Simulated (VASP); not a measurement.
Band structure of SnSe₂ (1T layered). All values below come from TPSS meta-GGA, VASP's PBE PAW potentials (set 64) (plane waves; VASP).

Without a dispersion term in the relaxation, distances and binding between the weakly bound layers, chains or molecules are unreliable, and so is what depends on them. Unless said otherwise, spin-orbit coupling is left out, though it shifts the bands of the heavy elements here.

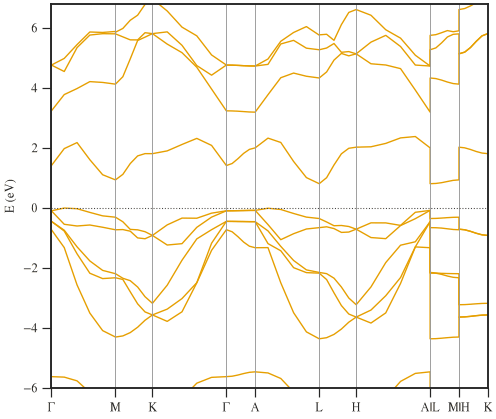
*Bands along high-symmetry lines, zero at the valence-band maximum or, without a gap, the Fermi level*

Task: Read the plot: is there a gap, and where are the band edges?

Result: The gap is indirect, 0.80 eV, from the valence maximum at (0.12, 0.00, 0.25) to the conduction minimum at L.

Measured: gap 0.98 eV (computed value off by -0.18 eV), as given by Joseph M. Gonzalez et al., Physical Review B (2016), arXiv:1609.04381.

The compound is SnSe2 in the 1T layered structure. It was relaxed first, which changed the volume by +23 %.
